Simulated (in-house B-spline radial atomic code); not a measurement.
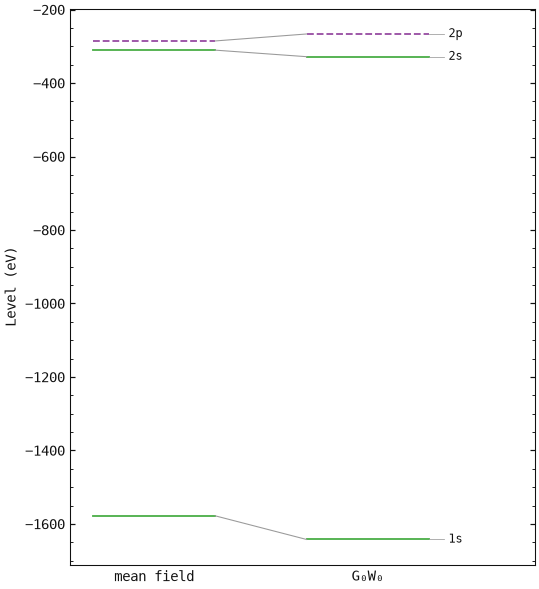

Figure 1. Mean-field and G₀W₀ levels (solid occupied, dashed empty) for Mg⁸⁺ ([He] 2s²). All-electron spherical atom, scalar X2C, TPSS start, no spin-orbit coupling, Breit or QED terms; computed with a B-spline radial code. The quasi-particle equation is solved at full frequency; levels of low quasi-particle weight Z are left out. Σ columns are in eV, and Σc holds an estimate for the angular momenta beyond the basis. G₀W₀ moves the highest occupied level, 2s, from −310.3 to −328.2 eV (renormalisation factor Z = 0.95). The empty level 2p goes from −285.3 to −266.3 eV.

| Level | Mean field (eV) | Σx − vxc (eV) | Σc (eV) | Z | G₀W₀ (eV) |
| --- | --- | --- | --- | --- | --- |
| 2p | −285.3 | 20.4 | −1.4 | 0.98 | −266.3 |
| 2s | −310.3 | −13.9 | −4.0 | 0.95 | −328.2 |
| 1s | −1578.0 | −70.5 | 6.0 | 0.96 | −1642.5 |

# RPA and GW calculation, with input and output: Mg⁸⁺

Mg⁸⁺, configuration [He] 2s2. Computed at this level: RPA, second-order and SOSEX correlation energies and G0W0 (contour deformation) on a scalar-relativistic (spin-free one-electron X2C) mean field, all electrons, B-spline basis (in-house B-spline radial atomic code).

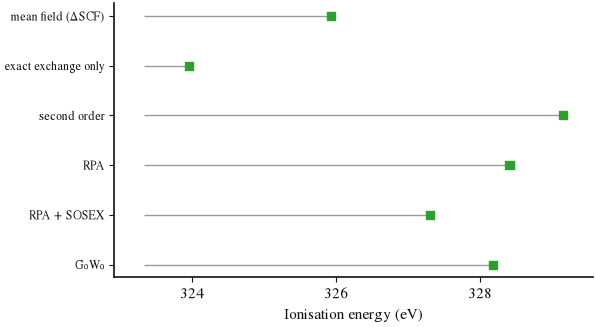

Figure 2. Ionisation energy of Mg⁸⁺ ([He] 2s² → [He] 2s). Differences of total energies, each species on its own start, beside the G₀W₀ level.

| Method | Ionisation energy (eV) |
| --- | --- |
| mean field (ΔSCF) | 325.93 |
| exact exchange only | 323.95 |
| second order | 329.15 |
| RPA | 328.40 |
| RPA + SOSEX | 327.29 |
| G₀W₀ | 328.18 |

The values run from 323.95 eV (exact exchange only) to 329.15 eV (second order).

Input and output of the run follow.

### The input
```
Z = 12
electrons = 4.0
configuration = [He] 2s2
hamiltonian = x2c
method = tpss,tpss
lmax = 9
rms_radius = 3.057
spin_polarised = False
box_radius = 7.7
intervals = 67
ion_configuration = [He] 2s1
```

The run was one of a batch that the task file lists, launched with:
```bash
python <driver script> task.json out
```

The program writes its results to a structured record and prints no log; tables and figures of this report are taken from that record.

### Key numbers

```tsv
quantity	value
outcome	converged
mean-field total energy	−162.42235 hartree
total energy with exact exchange alone	−162.26297 hartree
exact exchange energy	−9.27201 hartree
RPA correlation, extrapolated in the angular momentum of the empty orbitals	−0.34256 hartree
RPA correlation, as summed	−0.34227 hartree
direct second-order term	−0.48111 hartree
second-order exchange term	0.23701 hartree
SOSEX term	0.16837 hartree
hardware	1 CPU thread, shared host
wall time	2.2 s
```

### Notes

Limits: spin-orbit coupling, Breit and QED terms are absent.
